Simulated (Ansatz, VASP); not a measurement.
# CSe2: VASP beside Ansatz

One calculation is typed for both programs; each brings its own data sets. How far apart do they land? The cell is generated by rule, not measured, and may not be a known phase. The cell is taken from a series of VASP runs on this material, whose earlier steps may have relaxed, scaled or displaced it; both programs get it as it stands. Valence electrons are named where the data sets of a main pair hold unlike numbers.

Method: plane waves, with VASP 6.6.1 beside it; band structure at HSE06, in Ansatz 0.2.0.

The structure was built from a prototype and need not be the compound's stable phase.

**1. The structure**

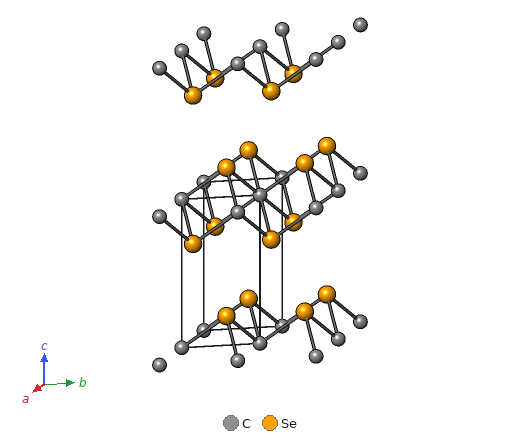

Start, viewed slightly off an axis; carbon grey, selenium orange. 2×2×2 cells are drawn. Bonds to atoms that aren't drawn are left out. Some periodic images of atoms are drawn too.

**2. Ansatz: band structure, HSE06**

Ansatz runs on its default PAW (the set named soft_2) files.

A single point gives forces, pressure and levels at one fixed geometry, so differences don't come from the geometry; what else differs is listed under the comparison.

input.yaml reads:

```yaml
crystal:
  lattice:
    - [3.082985415, 0.0, 0.0]
    - [-1.541492708, 2.669943689, 0.0]
    - [0.0, 0.0, 5.81725]
  atoms:
    - { symbol: C, position: [0.0, 0.0, 0.0] }
    - { symbol: Se, position: [0.333333333, 0.666666667, 0.2325759247] }
    - { symbol: Se, position: [0.666666667, 0.333333333, 0.7674240753] }
hamiltonian:
  xc: { exchange: pbe, correlation: pbe, exx: { coeff: 0.25, omega: 0.2 } }
  pseudopotentials: { kind: paw }
kpoints:
  mp_grid: { grid: [6, 6, 4] }
  band_path:
    path:
      - [0.0, 0.0, 0.0]
      - [0.42857, 0.0, 0.0]
      - [0.40476, 0.19048, 0.0]
      - [0.19048, 0.19048, 0.0]
      - [0.0, 0.0, 0.07143]
      - [0.0, 0.0, 0.5]
      - [0.42857, 0.0, 0.5]
      - [0.38095, 0.2381, 0.5]
      - [0.19048, 0.19048, 0.5]
      - [0.5, 0.0, 0.35714]
      - [0.33333, 0.33333, 0.0]
      - [0.33333, 0.33333, 0.5]
    npoints: 1
scf:
  occupations: { method: gaussian, width: 0.02 }
  n_extra_bands: 7
output:
  forces: true
  stress: true
  eigenvalues: true
  write_density: true
  write_potential: true
  elf: true
  volumetric_format: npy
```

Started as:

```bash
ansatz run input.yaml --threads 4 --pin off --max-ram 9216MiB --backend cpu --events-out ev --progress --plain --runs-dir out
```

Numbers of over 12 decimals in the logs are rounded to 6 here.

The program printed:

```text
Warning: output.stress: scf.convergence.dr2_threshold = 1e-7 eV (the SCF's general default) is looser than the 3e-10 eV advised for a printed stress (1e-10 eV for each atom of the cell: 3). What an SCF threshold leaves in a stress goes as its square root, and in the free energy as the threshold itself, and one threshold admits the most on a small cell: [figures from the program's tests cut] Set scf.convergence.dr2_threshold to 3e-10 eV or tighter. The threshold is an SCF's pass mark: one that does not reach it within its budget of iterations ends unconverged, or closes short of it on a stop that the run arms, and scf.convergence.dr2_threshold's page says what that costs each kind of run
Warning: output.stress: scf.exx.energy_threshold = 1e-6 eV is looser than the 3e-8 eV advised for a stress under a hybrid functional (1e-8 eV for each atom of the cell: 3). Every SCF of the exchange loop can meet its threshold on dr2 while the loop round them stops early: no threshold on dr2 bounds what that leaves in the stress. Set scf.exx.energy_threshold to 3e-8 eV or tighter. The threshold is the loop's pass mark: a loop that does not reach it within its budget of cycles ends unconverged, and scf.exx.energy_threshold's page has the law
scf.n_extra_bands = 7 over 18 filled bands (N_el = 36.0): the run solves 25 bands
Engine: ansatz 0.2.0, aarch64-unknown-linux-gnu
Pseudopotentials: kind: paw
Pseudopotential: C, paw, valence charge 4, recommended cutoff 420 eV (normal), C.paw.azcp
Pseudopotential: Se, paw, valence charge 16, recommended cutoff 420 eV (normal), Se.paw.azcp
Functional definition: unnamed
  parameter a_1 = 0.25
  parameter omega_1 = 0.2/angstrom
  exchange = pbe_x + (-a_1)*pbe_x_sr(omega_1) + a_1*exact_x_sr(omega_1)
  correlation = pbe_c
Crystal: 3 atoms, lattice volume = 47.884 Å³
Basis set: ecut = 420 eV, 931 PW (Γ), exchange–correlation on 48×48×80 points (8 copies of the dense FFT grid, shifted against one another)
Bands: 25, of which v1, the nominal top of the filled ones, is band 18 counted from 1 (17 counted from 0)
Symmetry: 12 space group operations
Space group: P-3m1 (ITA 164), of the structure as read, at distance tolerance 3.6e-5 Å
k-points: 24 of 144
Non-local potential: C, projectors of the file, l = 0: 2, l = 1: 2, l = 2: 1
Non-local potential: Se, projectors of the file, l = 0: 2, l = 1: 2, l = 2: 3, l = 3: 1
PAW form: soft (Blöchl's): semilocal exchange-correlation on the pseudo side does not see the compensation charge
PAW frozen core: C, regenerated for the run's functional, and the local potential with it (the file was generated under x = pbe(κ = 0.804, μ = 0.219515), c = pbe(β = 0.066725))
PAW frozen core: Se, regenerated for the run's functional, and the local potential with it (the file was generated under x = pbe(κ = 0.804, μ = 0.219515), c = pbe(β = 0.066725))
PAW one-centre angular grid: C, 110 points (default); XC on 64 Gauss nodes
PAW one-centre angular grid: Se, 590 points (default); XC on 64 Gauss nodes
Initial density: superposition of atomic densities (neutral atoms: chi_scale 0, normalization atom), corrected by the library's trained network
Initial wavefunctions: pseudopotential atomic-orbital guess
Functional: x = pbe(κ = 0.804, μ = 0.219515), c = pbe(β = 0.066725), warm-up for x = pbe(κ = 0.804, μ = 0.219515) + 0.25 (exact − pbe) at short range (hse, ω = 0.2 Å⁻¹), c = pbe(β = 0.066725)
SCF iter   1: F=—  HF=-11184.957313 eV  |F-HF|=—  |Δ(HF+E_count)|=         —  Δρ=6.63e-3  dr2=4.84e-2  ethr=1.77e-3  ⟨swp⟩=7.2  Hψ=2371  notcnv=0
preconditioner: auto → none  [insulator: Δε(μ)=0.121 eV  Ē_g=12.764 eV  σ=0.020 eV  W_gap=0.79  n_scr=22 (ndim 8)  ℏωp=21.5 eV  f_vac=0.014  D(μ)=5.54/eV (n_scr^D=68)]
SCF iter   2: F=—  HF=-11184.967183 eV  |F-HF|=—  |Δ(HF+E_count)|=   9.87e-3  Δρ=8.75e-3  dr2=9.47e-2  ethr=1.34e-4  ⟨swp⟩=4.3  Hψ=1613  notcnv=0
iter 3 solved again at ethr=2.51e-6 eV; its pass at ethr=1.34e-4 eV (dr2=9.04e-4 eV) is discarded
SCF iter   3: F=—  HF=-11184.950213 eV  |F-HF|=—  |Δ(HF+E_count)|=   1.70e-2  Δρ=1.55e-3  dr2=9.17e-4  ethr=2.51e-6  ⟨swp⟩=3.2  Hψ=2592  notcnv=0  defer=1
SCF iter   4: F=—  HF=-11184.950546 eV  |F-HF|=—  |Δ(HF+E_count)|=   3.32e-4  Δρ=4.62e-4  dr2=5.71e-5  ethr=2.51e-6  ⟨swp⟩=2.7  Hψ=1214  notcnv=0
SCF iter   5: F=—  HF=-11184.950613 eV  |F-HF|=—  |Δ(HF+E_count)|=   6.74e-5  Δρ=7.10e-5  dr2=1.48e-6  ethr=1.59e-7  ⟨swp⟩=3.7  Hψ=1298  notcnv=0
SCF iter   6: F=—  HF=-11184.950614 eV  |F-HF|=—  |Δ(HF+E_count)|=   8.10e-7  Δρ=2.84e-5  dr2=3.14e-7  ethr=4.10e-9  ⟨swp⟩=4.0  Hψ=1653  notcnv=0
SCF iter   7: F=—  HF=-11184.950614 eV  |F-HF|=—  |Δ(HF+E_count)|=   8.22e-8  Δρ=6.24e-6  dr2=2.35e-8  ethr=8.71e-10  ⟨swp⟩=3.9  Hψ=1240  notcnv=0
SCF iter   8: F=—  HF=-11184.950614 eV  |F-HF|=—  |Δ(HF+E_count)|=   5.44e-9  Δρ=1.72e-6  dr2=2.07e-9  ethr=6.53e-11  ⟨swp⟩=3.1  Hψ=1160  notcnv=0
SCF iter   9: F=-11184.950614 eV  HF=-11184.950614 eV  |F-HF|=4.00e-11  |Δ(HF+E_count)|=  6.13e-10  Δρ=5.91e-7  dr2=1.16e-10  ethr=5.76e-12  ⟨swp⟩=3.9  Hψ=1489  notcnv=0
SCF 1 converged in 9 iterations: F = -11184.950614 eV  dr2 = 1.16e-10
  greatest PAW one-centre occupation: 1.000 electrons in one spin orbital (limit 2), on the Se atom at site 2 (counted from 0), in its partial waves of l = 2
[...]
Frozen-core exchange: fock
[...]
preconditioner: auto → none  [insulator: Δε(μ)=0.152 eV  Ē_g=14.348 eV  σ=0.020 eV  W_gap=0.53  n_scr=22 (ndim 8)  ℏωp=21.5 eV  f_vac=0.009  D(μ)=6.94/eV (n_scr^D=110)]
[...]
SCF 2 converged in 7 iterations: F = -11187.158582 eV  dr2 = 7.39e-9
  Residual-converged pass: ⟨swp⟩=3.0  Hψ=1352  notcnv=0  max |occ|·‖R‖ = 6.3e-6 eV (tolerance 6.7e-6 eV)  dr2=7.81e-9  dr2_onsite=1.84e-9  max |Δocc| = 5.7e-13
hybrid outer 1: dexx = +6.091e-3 eV, tail = 8.09e-3 eV
Exchange kernel: α = 0.2500, screened, ω = 0.2000 Å⁻¹, Wigner–Seitz truncation, v(0) = 1125.7171 eV·Å³, q-mesh 6×6×4, nearest image of the exchange supercell L = 18.50 Å, pair-density grid 15×15×27, without the augmentation charges, whose exchange is taken in its separable form by FFT convolution over the k-point mesh (sized by the pseudopotential files, 18×18×40 at the most), smooth part of the exact exchange by density-matrix convolution
Frozen-core exchange: fock
[...]
preconditioner: auto → none  [insulator: Δε(μ)=0.045 eV  Ē_g=14.336 eV  σ=0.020 eV  W_gap=0.66  n_scr=22 (ndim 8)  ℏωp=21.5 eV  f_vac=0.009  D(μ)=4.35/eV (n_scr^D=48)]
[...]
SCF 3 stopped early in 3 iterations: F = -11187.165246 eV  dr2 = 7.52e-6
  Residual-converged pass: ⟨swp⟩=4.0  Hψ=1567  notcnv=0  max |occ|·‖R‖ = 6.3e-6 eV (tolerance 6.7e-6 eV)  dr2=7.52e-6  dr2_onsite=1.94e-8  max |Δocc| = 1.2e-11
hybrid outer 2: dexx = +6.092e-5 eV, tail = 1.55e-5 eV, Δε = 1.01e-2 eV (about 1.24e-3 eV left of the loop's levels), ΔF = 1.24e-2 eV/Å (tail 3.28e-2)
Exchange kernel: α = 0.2500, screened, ω = 0.2000 Å⁻¹, Wigner–Seitz truncation, v(0) = 1125.7171 eV·Å³, q-mesh 6×6×4, nearest image of the exchange supercell L = 18.50 Å, pair-density grid 15×15×27, without the augmentation charges, whose exchange is taken in its separable form by FFT convolution over the k-point mesh (sized by the pseudopotential files, 18×18×40 at the most), smooth part of the exact exchange by density-matrix convolution
Frozen-core exchange: fock
SCF iter   1: F=—  HF=-11187.165268 eV  |F-HF|=—  |Δ(HF+E_count)|=         —  Δρ=1.05e-4  dr2=5.61e-6  ethr=2.15e-7  ⟨swp⟩=4.5  Hψ=1580  notcnv=0
preconditioner: auto → none  [insulator: Δε(μ)=0.047 eV  Ē_g=14.336 eV  σ=0.020 eV  W_gap=0.66  n_scr=22 (ndim 8)  ℏωp=21.5 eV  f_vac=0.009  D(μ)=4.32/eV (n_scr^D=48)]
SCF iter   2: F=—  HF=-11187.165266 eV  |F-HF|=—  |Δ(HF+E_count)|=   1.51e-6  Δρ=1.69e-5  dr2=1.90e-6  ethr=1.06e-8  ⟨swp⟩=3.0  Hψ=1161  notcnv=0
SCF iter   3: F=—  HF=-11187.165315 eV  |F-HF|=—  |Δ(HF+E_count)|=   4.92e-5  Δρ=2.05e-5  dr2=3.08e-7  ethr=3.47e-10  ⟨swp⟩=4.1  Hψ=1907  notcnv=0  defer=1
SCF iter   4: F=—  HF=-11187.165315 eV  |F-HF|=—  |Δ(HF+E_count)|=   8.48e-8  Δρ=4.53e-6  dr2=2.50e-8  ethr=3.47e-10  ⟨swp⟩=3.0  Hψ=1181  notcnv=0
SCF iter   5: F=—  HF=-11187.165315 eV  |F-HF|=—  |Δ(HF+E_count)|=   1.92e-9  Δρ=1.32e-6  dr2=1.92e-8  ethr=1.59e-11  ⟨swp⟩=4.0  Hψ=1539  notcnv=0
SCF iter   6: F=—  HF=-11187.165315 eV  |F-HF|=—  |Δ(HF+E_count)|=   1.29e-7  Δρ=4.82e-6  dr2=1.31e-8  ethr=2.07e-12  ⟨swp⟩=4.6  Hψ=2006  notcnv=0  defer=3
SCF iter   7: F=—  HF=-11187.165315 eV  |F-HF|=—  |Δ(HF+E_count)|=   3.47e-9  Δρ=4.62e-7  dr2=5.93e-10  ethr=2.07e-12  ⟨swp⟩=3.0  Hψ=1225  notcnv=0
SCF iter   8: F=—  HF=-11187.165315 eV  |F-HF|=—  |Δ(HF+E_count)|=  3.46e-11  Δρ=1.39e-7  dr2=5.12e-10  ethr=1.00e-12  ⟨swp⟩=2.0  Hψ=1030  notcnv=0
Mixer restart at iter 8: flushing history
SCF iter   9: F=-11187.165315 eV  HF=-11187.165315 eV  |F-HF|=2.47e-10  |Δ(HF+E_count)|=   2.87e-9  Δρ=8.51e-7  dr2=3.48e-10  ethr=1.00e-12  ⟨swp⟩=3.3  Hψ=1231  notcnv=0
SCF 4 converged in 9 iterations: F = -11187.165315 eV  dr2 = 3.48e-10
  Residual-converged pass: ⟨swp⟩=3.0  Hψ=1253  notcnv=0  max |occ|·‖R‖ = 2.7e-7 eV (tolerance 2.7e-7 eV)  dr2=3.48e-10  dr2_onsite=1.35e-11  max |Δocc| = 9.1e-14
hybrid outer 3: dexx = +1.290e-6 eV, tail = 1.22e-8 eV, Δε = 2.19e-3 eV (about 6.38e-5 eV left of the loop's levels), ΔF = 3.08e-3 eV/Å (tail 5.45e-4)
NSCF: frozen V_eff on 12 k-points
hybrid SCF converged: 3 outer / 19 inner (+9 warm-up), last move |dexx| = 1.29e-6 eV, tail = 1.22e-8 eV
Stability not checked: this state was not tested for a lower state beside it, because the functional holds exact exchange (a hybrid, or Hartree-Fock), whose exchange loop this test does not read (fock_operator; see scf.lower_state_search)
Free energy (F): -11187.165315 eV
Frozen-core exchange: fock
Harris-Foulkes:  -11187.165315 eV  (|F-HF|=2.47e-10)
Internal energy: -11187.164450 eV  (E = F + TS)
E sigma→0 (E₀):  -11187.164883 eV
Entropy (-TS):   -0.000865 eV (-0.288 meV/atom)
Fermi energy:    11.301837 eV
--- Per-component energies (eV) ---
  E_band       = -786.752126
  E_kinetic    = 314.403867
  E_local      = -4511.810059  (includes V_loc(G=0)·N_el)
  E_nonlocal   = -1161.844791
  E_hartree    = 2248.909456
  E_xc         = -204.834884
  E_vxc        = -203.363935  (∫ρ·V_xc dr)
  E_exx        = -144.283295  (= α·E_x^exact, valence–valence)
  E_paw        = -3826.430322  (= ΣΔE_a)
  E_vpaw       = 566.611780  (= ΣTr[D̂ρ^β])
  E_aug_tail   = -0.001181  (compensation charges beyond the density's cutoff)
  E_ewald      = -3899.113765
  E_core_change = -2.159476  (= ΣΔE_core)
  E_smearing   = -0.000865  (= −TS)
  E_closure    = -0.000000  (closes the sum)
  Σ components = -11187.165315   (vs F -11187.165315, Δ=0.00e0)
--- Forces (eV/Å), atoms counted from 1 ---
  atom   1  C      0.00000000     0.00000000     0.00000000
  atom   2  Se     0.00000000    -0.00000000    -0.16675552
  atom   3  Se    -0.00000000     0.00000000     0.16675552
  max |Σ_I F_I| component: 2.31e-18 eV/Å
--- Stress (GPa, compression-positive) ---
       -2.866322      -0.000000      -0.000000
       -0.000000      -2.866322       0.000000
       -0.000000      -0.000000       3.538005
  P = ⅓ Tr σ = -0.7315 GPa (-7.315 kbar)
--- Band table (eV; the first three rows and the last of 24) ---
  k-point 0: bands = [... 14 lower, 9.1521, 9.1521, 11.6634, 12.3206, 12.3206, 15.3705, 15.3705, 15.6366, ... 3 higher]
  k-point 1: bands = [... 14 lower, 9.1473, 9.1473, 12.3895, 12.3895, 12.6422, 15.2299, 15.2299, 15.2818, ... 3 higher]
  k-point 2: bands = [... 14 lower, 9.1424, 9.1424, 12.4638, 12.4638, 13.3617, 14.9017, 15.0867, 15.0867, ... 3 higher]
  k-point 23: bands = [... 14 lower, 3.5845, 3.6186, 9.4104, 9.4104, 11.4200, 14.3654, 14.5567, 14.5567, ... 3 higher]
```

Run time: 56 s. Hardware: 4 threads of Arm Neoverse V1, shared host; peak memory 1.2 GiB; 3.4 min of CPU time.

The column dr2 measures how far the density is from self-consistency, as an energy; F and HF (Harris–Foulkes) agree once it is small.

[end of part 1 of 2]

[Lines on the potential files, build, host, timing and source positions are cut from VASP's logs without a mark.]

[Logs are printed without paths, hosts, clocks, repeated set-up lines and the standing remarks that a program may print on its own settings, such as how far it seeks lower states.]

[Hosts, paths, dates, database ids (printed as entryN), source tags and the programs' standing remarks are cut or masked in the printed files.]
